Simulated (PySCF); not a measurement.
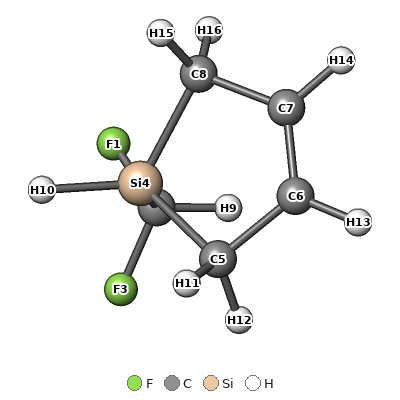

The molecule: C₅H₈F₂Si, SMILES FC(F)[SiH]1CC=CC1.

GIAO shifts, PBE/pcSseg-1, PySCF, at a PBE0-D3(BJ)/def2-SVP geometry (no frequency check), against TMS for ¹³C computed at the same level. Gas phase, fully decoupled, line heights follow the number of nuclei, widths are arbitrary (no quadrupolar broadening); values of one conformer, averaged over methyl-type rotors and exact or near symmetry; other conformers aren't averaged in.

How many ¹³C lines appear, and where?

Answer. 3 signals.


| δ (ppm) | nuclei | atoms |
| --- | --- | --- |
| 139.1 | 2 | C6, C7 |
| 130.3 | 1 | C2 |
| 16.7 | 2 | C5, C8 |

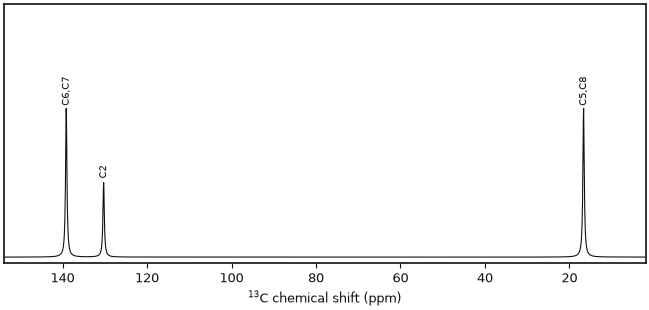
